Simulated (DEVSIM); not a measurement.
Device: abrupt GaP n-p junction, at 300 K.

```tsv
layer (left to right)	material	thickness (μm)	Nd (cm⁻³)	Na (cm⁻³)	τn (s)	τp (s)
1	GaP	0.960	4.9e17	-	2.5e-6	2.5e-6
2	GaP	17.0	-	1.9e14	2.5e-6	2.5e-6
```

Left contact: ohmic. Right contact: ohmic. Voltage is applied to the left contact. Recombination: SRH at mid-gap, radiative. Mobility is constant in doping.

The device is made up for the run: typed textbook-type constants, with dimensions and the other settings drawn at random. Values at 300 K.

```
parameter         GaP
-------------  ------
gap (eV)         2.26
affinity (eV)     3.8
permittivity     11.1
Nc (cm⁻³)      1.8e19
Nv (cm⁻³)      1.9e19
μn (cm²/Vs)       250
μp (cm²/Vs)       150
B (cm³/s)       1e-13
```

Model (solved in DEVSIM): 1D drift-diffusion, Boltzmann statistics, complete ionisation; no tunnelling, impact ionisation, image-force lowering or self-heating.

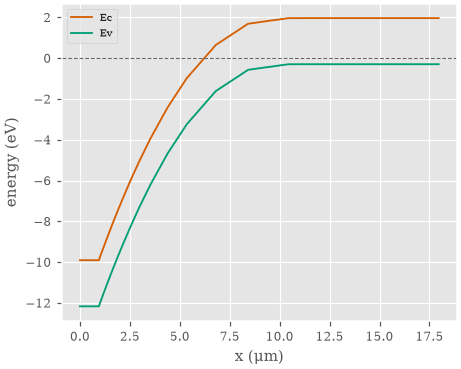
Fig. 1. Band edges at 10.0 V on the left contact

Energies count from the Fermi level of the right contact; mesh points crowd at the junctions.

| x (μm) | Ec (eV) | Ev (eV) | n (cm⁻³) | p (cm⁻³) | field (V/cm) |
|---|---|---|---|---|---|
| 0.000 | -9.907 | -12.167 | 4.9e17 | < 1e2 | ≈ 0 |
| 0.02754 | -9.907 | -12.167 | 4.9e17 | < 1e2 | ≈ 0 |
| 0.08937 | -9.907 | -12.167 | 4.9e17 | < 1e2 | ≈ 0 |
| 0.2141 | -9.907 | -12.167 | 4.9e17 | < 1e2 | ≈ 0 |
| 0.5848 | -9.907 | -12.167 | 4.9e17 | < 1e2 | ≈ 0 |
| 0.7935 | -9.907 | -12.167 | 4.9e17 | < 1e2 | ≈ 0 |
| 0.8969 | -9.907 | -12.167 | 4.9e17 | < 1e2 | ≈ 0 |
| 0.9530 | -9.896 | -12.156 | 3.3e17 | < 1e2 | 17000 |
| 0.9752 | -9.823 | -12.083 | 1.9e16 | < 1e2 | 30000 |
| 1.021 | -9.697 | -11.957 | 1.5e14 | < 1e2 | 27000 |
| 1.128 | -9.412 | -11.672 | 2.4e9 | < 1e2 | 27000 |
| 1.489 | -8.475 | -10.735 | < 1e2 | < 1e2 | 25000 |
| 2.134 | -6.900 | -9.160 | < 1e2 | < 1e2 | 23000 |
| 3.533 | -3.931 | -6.191 | < 1e2 | < 1e2 | 19000 |
| 8.418 | 1.688 | -0.572 | < 1e2 | 4.7e9 | 3900 |
| 13.54 | 1.962 | -0.298 | < 1e2 | 1.9e14 | ≈ 0 |
| 15.93 | 1.962 | -0.298 | < 1e2 | 1.9e14 | ≈ 0 |
| 17.07 | 1.962 | -0.298 | < 1e2 | 1.9e14 | ≈ 0 |
| 17.66 | 1.962 | -0.298 | < 1e2 | 1.9e14 | ≈ 0 |
| 17.84 | 1.962 | -0.298 | < 1e2 | 1.9e14 | ≈ 0 |
| 17.92 | 1.962 | -0.298 | < 1e2 | 1.9e14 | ≈ 0 |
| 17.96 | 1.962 | -0.298 | < 1e2 | 1.9e14 | ≈ 0 |
